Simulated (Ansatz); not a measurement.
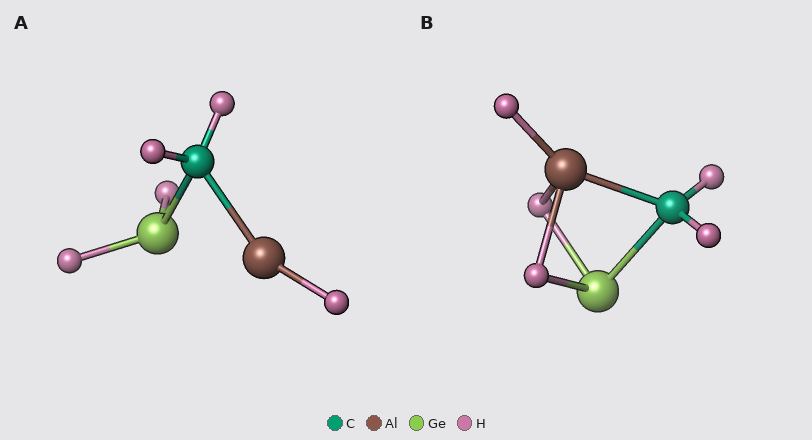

2 stationary structures of one formula. Geometries: PBE0-D4/def2-TZVP. Electronic energies: PBE0-D4/def2-TZVPP (Ansatz 0.2.0), without zero-point energy. No frequency run is at hand to confirm each as a minimum. Each is one conformer, not always the lowest.

> Which structure is the most stable?

B is lowest (Cs); A lies 15.3 kcal/mol above it (Cs).
